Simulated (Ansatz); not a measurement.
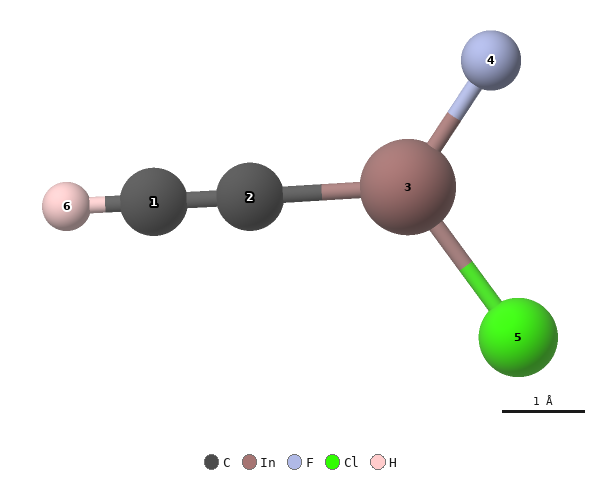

**Figure 1.** The structure as given in the input (ball-and-stick view, seen on its broad side; atoms are numbered from 1 in the order of the input). Sticks mark near contacts. Bond lengths as drawn: Cl–In 2.29 Å, C–C 1.18 Å, C–H 1.07 Å, C–In 1.93 Å and F–In 1.86 Å.

## C2HClFIn: frequency calculation

The run: frequency calculation of C2HClFIn, SMILES C#[C][In]([F])[Cl]. Method and program: HF/STO-3G, RHF (Ansatz 0.2.0).

The geometry was optimised with HF/STO-3G. Figures and captions count atoms from 1; the log counts them from 0 in places.

**Input**
```yaml
crystal:
  periodic: [false, false, false]
  atoms:
    - {symbol: C, position_ang: [1.053872, 0.346192, 1.625204]}
    - {symbol: C, position_ang: [0.409414, 0.107809, 0.666480]}
    - {symbol: In, position_ang: [-0.652587, -0.296527, -0.898291]}
    - {symbol: F, position_ang: [-1.760464, -1.771484, -1.143959]}
    - {symbol: Cl, position_ang: [-0.687162, 1.052488, -2.742561]}
    - {symbol: H, position_ang: [1.637027, 0.561522, 2.493227]}
basis:
  gaussian:
    orbitals: STO-3G
hamiltonian:
  xc: hf
phonons:
  temperatures: {t_min: 298.15, t_max: 298.15, t_step: 1}
```

Hardware: 1 thread of Arm Neoverse V1, 112 GiB of memory available, shared host.

Launch command:
```bash
ansatz run job.yaml --threads 1 --pin off --max-ram 3480MiB --events-out events.jsonl --progress --plain --runs-dir runs
```

**The program's output**
```
Functional definition: HF
  name "HF"
  exchange = exact_x
  correlation = 0
724 factors; integrals over basis functions are off by at most 1.5e-5 eV
mean field evaluation 1: about -171726.6216 eV, gradient 2.1e1 eV
mean field evaluation 2: about -171726.6473 eV, gradient 2.1e1 eV
mean field evaluation 4: about -171729.1601 eV, gradient 2.4e0 eV
mean field evaluation 8: about -171729.1848 eV, gradient 1.4e-3 eV
mean field -171729.18483847 eV, -6310.9311405916 hartree, gradient 2.2e-5 eV, S^2 0.000000; 0 other end points of the search recorded, 0 dependent functions left out
the calculation of the forces begins
reference -171729.18483847 eV, -6310.9311405916 hartree; 44, 44 occupied and 8, 8 virtual orbitals, 724 factors
these checks for a lower state are left out or cut short: stability, starts, cluster_reference, orbital_swaps, neighbouring_geometries, increment
724 factors; integrals over basis functions are off by at most 1.5e-5 eV
mean field evaluation 16: about -171729.1846 eV, gradient 4.3e-4 eV
mean field -171729.18462660 eV, -6310.9311328055 hartree, gradient 3.9e-6 eV, S^2 0.000000; 0 other end points of the search recorded, 0 dependent functions left out
[... from here on the field's lines of each further geometry are left out, up to the last ...]
the calculation of the forces begins
reference -171729.18473256 eV, -6310.9311366993 hartree; 44, 44 occupied and 8, 8 virtual orbitals, 724 factors
these checks for a lower state are left out or cut short: stability, starts, cluster_reference, orbital_swaps, neighbouring_geometries, increment
724 factors; integrals over basis functions are off by at most 1.5e-5 eV
mean field -171729.18473062 eV, -6310.9311366281 hartree, gradient 3.8e-6 eV, S^2 0.000000; 0 other end points of the search recorded, 0 dependent functions left out
the calculation of the forces begins
reference -171729.18473062 eV, -6310.9311366281 hartree; 44, 44 occupied and 8, 8 virtual orbitals, 724 factors
Total energy: -171729.18483847 eV, -6310.9311405916 hartree
Atom 0 at     1.053872     0.346192     1.625204 Å, force    -0.000020    -0.000056     0.000051 eV/Å
Atom 1 at     0.409414     0.107809     0.666480 Å, force    -0.000040    -0.000043    -0.000188 eV/Å
Atom 2 at    -0.652587    -0.296527    -0.898291 Å, force    -0.000065     0.000010     0.000160 eV/Å
Atom 3 at    -1.760464    -1.771484    -1.143959 Å, force    -0.000072    -0.000085    -0.000126 eV/Å
Atom 4 at    -0.687162     1.052488    -2.742561 Å, force    -0.000020     0.000049    -0.000180 eV/Å
Atom 5 at     1.637027     0.561522     2.493227 Å, force     0.000218     0.000124     0.000283 eV/Å
Dipole moment:     0.150808    -0.230190     0.600745 e Å
Vibrations: 89.98 115.40 151.59 304.39 342.39 398.20 440.85 651.55 977.12 1001.55 2520.15 3915.94 cm⁻¹, zero-point energy 0.676278 eV
```

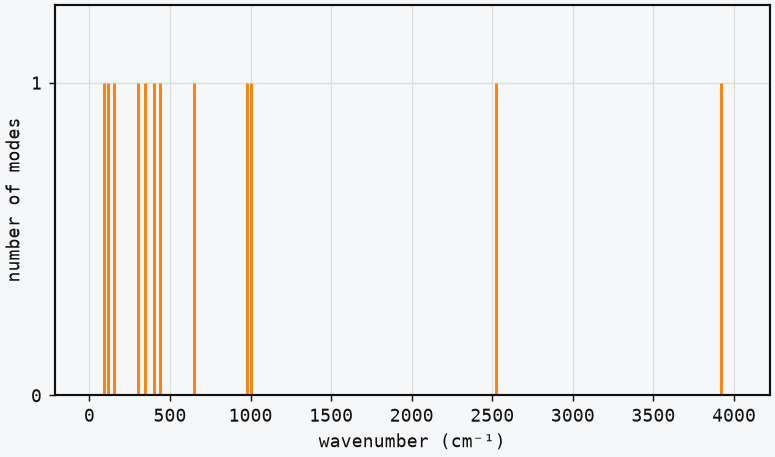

**Figure 2.** Harmonic vibrational wavenumbers from the force constants; neighbouring modes closer than 17 cm⁻¹ are counted in one stick. 12 modes from 90 to 3916 cm⁻¹, none imaginary.

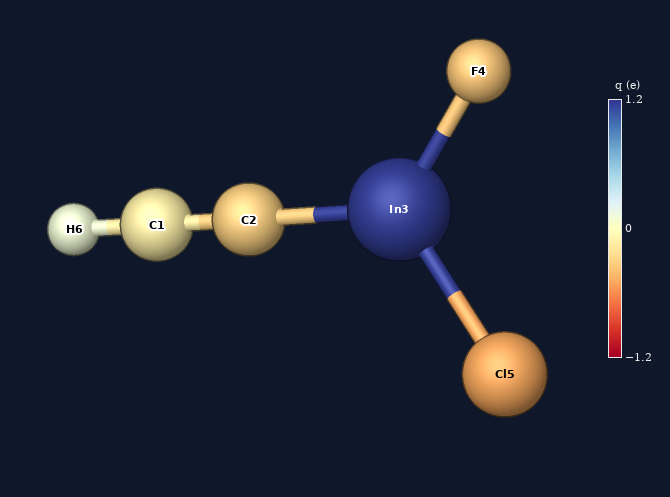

**Figure 3.** Mulliken charges, as the colour of each atom (ball-and-stick view, seen at a tilt; atoms are numbered from 1 in the order of the input; Mulliken charges depend strongly on the basis). By element: C −0.30 to −0.12, In +1.15, F −0.34, Cl −0.49 and H +0.10 e.

**Summary**

| quantity | value |
| --- | --- |
| outcome | converged |
| total energy | −6310.931141 hartree |
| basis functions | 52 |
| largest force | 0.000 eV/Å |
| zero-point energy | 0.024853 hartree |
| dipole moment | 3.17 D |
| wavenumbers, lowest and highest | 90 and 3916 cm⁻¹ |
| wall time | 55 s |
| peak memory | 0.13 GiB |
